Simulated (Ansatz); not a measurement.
## Al2Cu (I4/mcm): the Drude term of Re ε in the infrared

Re ε of Al2Cu (I4/mcm) along x at low photon energies is read from one computed spectrum; the carriers' damping was typed as γ = 0.05 eV. x, y and z are the Cartesian axes of the input cell.

Cell: a, b, c = 4.935, 4.935, 4.935 Å (primitive vectors), 6 atoms.

Method: Ansatz 0.2.0, LDA, independent particles, k-mesh 8×8×8 with interpolation inside its cells, Gaussian parameter 0.1 eV.

Launch of the response step: `ansatz run input.yaml --threads 4 --pin off --max-ram 8192MiB --backend cpu --events-out ev --progress --plain --runs-dir out`. The run took 2.0 min, on 4 threads of Intel(R) Xeon(R) Processor @ 2.50GHz (Skylake/Cascade Lake), on a shared host.

```
photon energy E (eV)  wavelength (µm)     Re ε
                0.25             4.96  -1128.5
                0.30             4.13   -809.9
                0.35             3.54   -611.7
                0.40             3.10   -473.8
                0.50             2.48   -298.2
                0.60             2.07        ?
                0.70             1.77   -139.7
```

A Drude term over a constant background gives Re ε = ε_b − ωp²/(E² + γ²), linear in 1/(E² + γ²).

Working, on the rows shown:

| x = 1/(E² + γ²) (eV⁻²) | y = Re ε |
| --- | --- |
| 15.3846 | -1128.5 |
| 10.8108 | -809.9 |
| 8 | -611.7 |
| 6.15385 | -473.8 |
| 3.9604 | -298.2 |
| 2.03046 | -139.7 |

Means: x̄ = 7.7234, ȳ = -576.97. Σ(x − x̄)(y − ȳ) = -8654, Σ(x − x̄)² = 117.3. Slope = -8654 / 117.3 = -73.76; intercept = ȳ − slope · x̄ = -7.3098. The line misses the rows shown by at most 17.

Q: Predict the last column of the withheld row from the fit.

A: At x = 2.7586 the line gives y = -210.78. The run gave -198.2, so the interpolation is off by 13, 1.3 % of the range in the table.

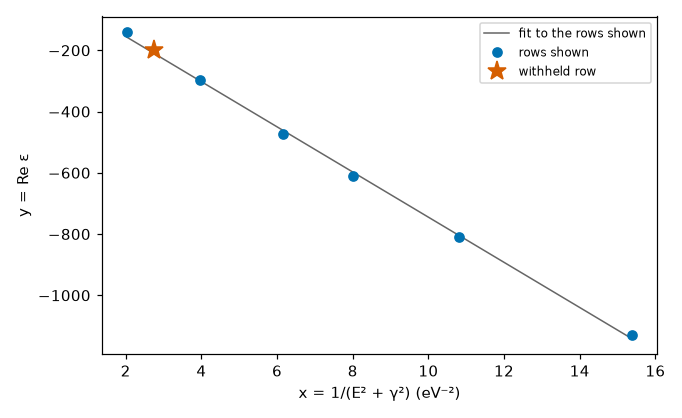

Refitted with all rows, the slope is -74.14 and the intercept -2.801. These give ωp = √(−slope) = 8.61 eV, against 8.67 eV from the program's Fermi-surface sum, and an intercept of -2.8. Taking the program's Drude term off the rows leaves 27 at the lowest energy and 13 at the highest, so the background isn't constant: interband transitions lie in or near the window, and neither fitted number can be trusted. The values come from a sum over the points of one k-mesh and carry its error, which is largest for Fermi-surface quantities.

[Logs are printed without paths, hosts, clocks, repeated set-up lines and the standing remarks that a program may print on its own settings, such as how far it seeks lower states.]
